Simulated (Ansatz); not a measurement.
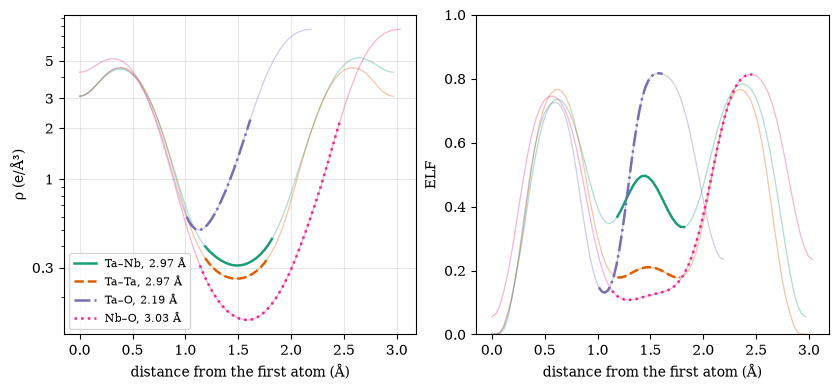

Ta₂NbO₃. Valence pseudo-density and electron localisation function along straight lines between neighbouring atoms. Thin, pale parts lie inside the atomic spheres.

Space group P6/mmm; a structure generated by program, which may or may not match a known phase; computed without spin polarisation.

All numbers below come from Ansatz, DFT PBE, scalar-relativistic, plane waves, PAW.

The density is the valence pseudo-density of a PAW calculation; it isn't the true density close to the nuclei.

Input

```
crystal:
  lattice:
    - [5.150743881, 0.0, 0.0]
    - [-2.5753719405, 4.4606750493, 0.0]
    - [0.0, 0.0, 3.2081533363]
  atoms:
    - { symbol: Ta, position: [0.3333333333, 0.6666666667, 0.0] }
    - { symbol: Ta, position: [0.6666666667, 0.3333333333, 0.0] }
    - { symbol: Nb, position: [0.0, 0.0, 0.0] }
    - { symbol: O, position: [0.5, 0.0, 0.5] }
    - { symbol: O, position: [0.5, 0.5, 0.5] }
    - { symbol: O, position: [0.0, 0.5, 0.5] }
basis:
  ecutwfc: 420
kpoints:
  mp_grid: { grid: [12, 12, 12] }
hamiltonian:
  xc: pbe
scf:
  occupations: { method: gaussian, width: 0.1 }
output:
  forces: true
  stress: true
  eigenvalues: true
  write_density: true
  write_potential: true
  elf: true
  volumetric_format: npy
relax:
  adjacent_minimum: "off"
  f_tol: 0.01
  max_steps: 80
  cell: { stress_tol: 0.05 }
```

Run with:

```sh
ansatz run input.yaml --threads 1 --pin off --max-ram 2560MiB --backend cpu --events-out ev --progress --plain --runs-dir out
```

Below, planes, directions and counts refer to the conventional cell (a = 5.14 Å, b = 5.14 Å, c = 3.22 Å, α = 90.00°, β = 90.00°, γ = 120.00°).

The fields are those of the relaxed geometry.

> What can be read from the curves?

Ta–Nb (2.97 Å): ρ at the midpoint is about 0.31 e/Å³; the ELF is about 0.50 at the midpoint.
Ta–Ta (2.97 Å): the density is about 0.26 e/Å³ at the midpoint; the ELF is about 0.20 at the midpoint: no localised pair shows between them.
Ta–O (2.19 Å): ρ is about 0.51 e/Å³ halfway; the ELF peaks at about 0.80 in the valence shell of O, 0.6 Å from its nucleus, and drops to about 0.15 between the two atoms; no localised pair shows between them.
Nb–O (3.03 Å): ρ is about 0.15 e/Å³ halfway; the ELF is about 0.15 at the midpoint; no localised pair shows between them.
